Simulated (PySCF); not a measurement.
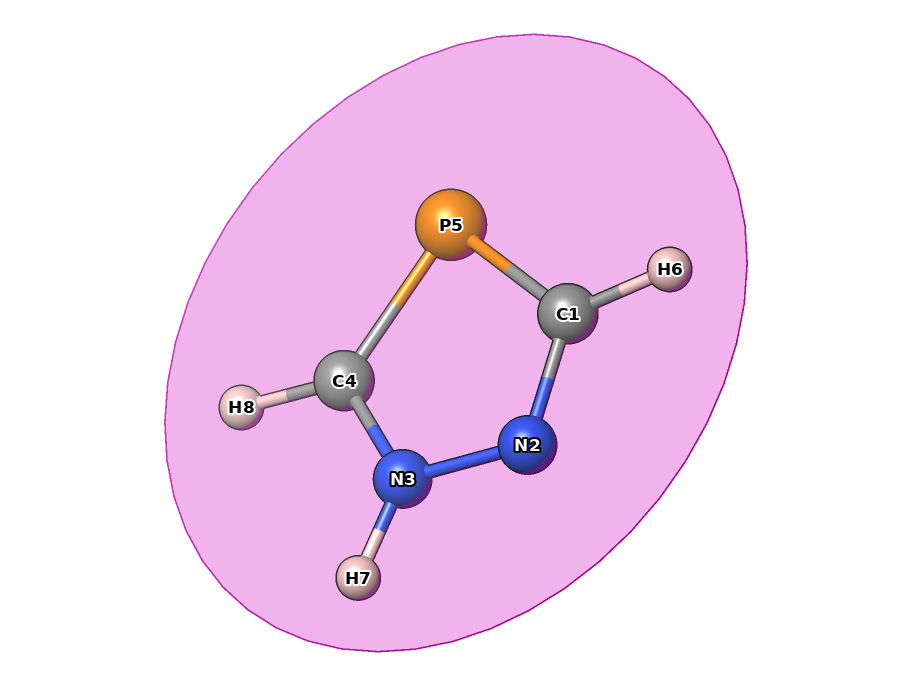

A disc through the centre of mass is drawn in. Atoms fade into the background with distance from the viewer. The geometry was computed by an optimisation with PBE0-D3(BJ)/def2-SVP. No frequency run is at hand to confirm it as a minimum.

Q: Is the plane of the disc a mirror plane of the structure?

A: Yes. The reflection leaves C1, N2, N3, C4, P5, H6, H7, H8 in place. The point group is Cs.
